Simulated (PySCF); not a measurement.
# C₃H₁₁GeN (SMILES C[CH2][GeH2][NH]C): what the fields show

```yaml
atoms:
  - { symbol: C, position_ang: [-2.6856, -0.2093, -0.7174] }
  - { symbol: C, position_ang: [-1.4202, -0.7416, -0.0586] }
  - { symbol: Ge, position_ang: [0.1284, 0.4727, -0.2614] }
  - { symbol: N, position_ang: [1.5189, -0.2457, 0.6706] }
  - { symbol: C, position_ang: [2.8075, 0.4190, 0.7477] }
  - { symbol: H, position_ang: [-2.5264, -0.0523, -1.7828] }
  - { symbol: H, position_ang: [-2.9732, 0.7434, -0.2770] }
  - { symbol: H, position_ang: [-3.5113, -0.9085, -0.5936] }
  - { symbol: H, position_ang: [-1.1707, -1.7160, -0.4832] }
  - { symbol: H, position_ang: [-1.5950, -0.8980, 1.0071] }
  - { symbol: H, position_ang: [-0.0795, 1.8249, 0.3695] }
  - { symbol: H, position_ang: [0.4352, 0.7484, -1.7299] }
  - { symbol: H, position_ang: [1.6413, -1.2433, 0.5581] }
  - { symbol: H, position_ang: [3.4052, 0.3182, -0.1656] }
  - { symbol: H, position_ang: [3.3825, 0.0169, 1.5840] }
  - { symbol: H, position_ang: [2.6351, 1.4801, 0.9237] }
```

Geometry: GFN2-xTB.

Method: B3LYP/def2-SVPD, SCF density, gas phase (PySCF 2.14.0).

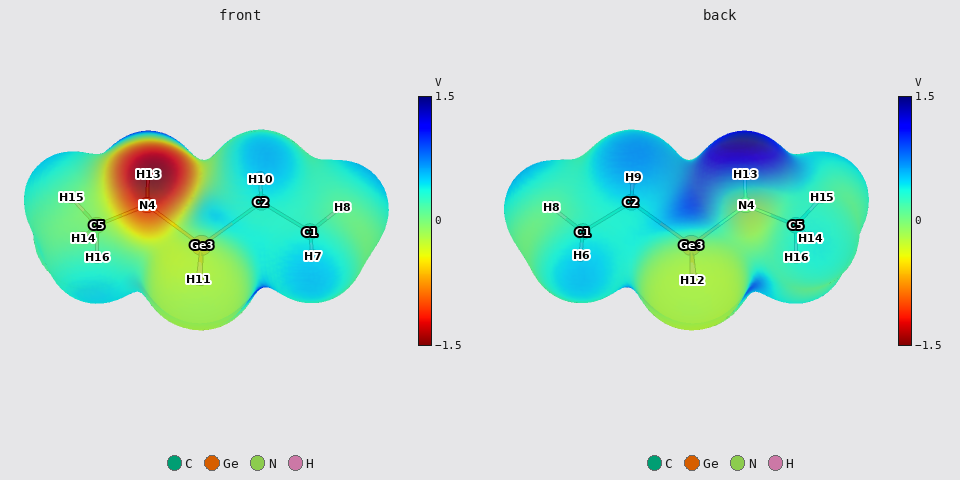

Figure 1. The electrostatic potential painted on the density surface at 0.002 e/bohr³, seen from the front and from behind; red is negative and blue positive.

**Which sites attract a positive test charge, and which a negative one?**

A positive charge is drawn to the negative regions and a negative charge to the positive ones. The most negative region (about −1.4 V) lies over N4, the most positive (about +1.3 V) over H13. N4 is the likeliest acceptor of a hydrogen bond.

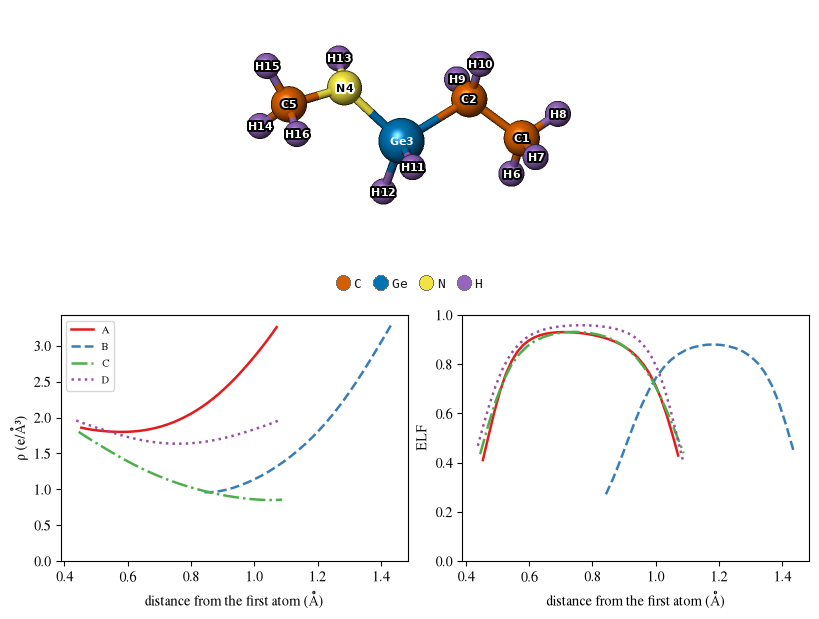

Figure 2. Total electron density and electron localisation function along straight lines between neighbouring atoms. The curves leave out the atomic cores. The structure is drawn too.

**Which curve belongs to which contact (C–C, C–Ge, C–N and Ge–N)? The first atom named is at distance zero.**

Curve A: C–N (1.45 Å): ρ at the midpoint is about 1.9 e/Å³; the ELF peaks at about 0.95 between the atoms: localised, covalent bonding. Curve B: Ge–N (1.82 Å): the density is about 0.99 e/Å³ at the midpoint; the ELF peaks at about 0.90 in the valence shell of N, 0.6 Å from its nucleus, and is about 0.50 at the midpoint. Curve C: C–Ge (1.98 Å): ρ is about 0.86 e/Å³ halfway; the ELF peaks at about 0.95 in the valence shell of C, 0.7 Å from its nucleus, and is about 0.75 at the midpoint. Curve D: C–C (1.52 Å): ρ is about 1.6 e/Å³ halfway; the ELF peaks at about 0.95 between the atoms, as expected for localised, covalent bonding.
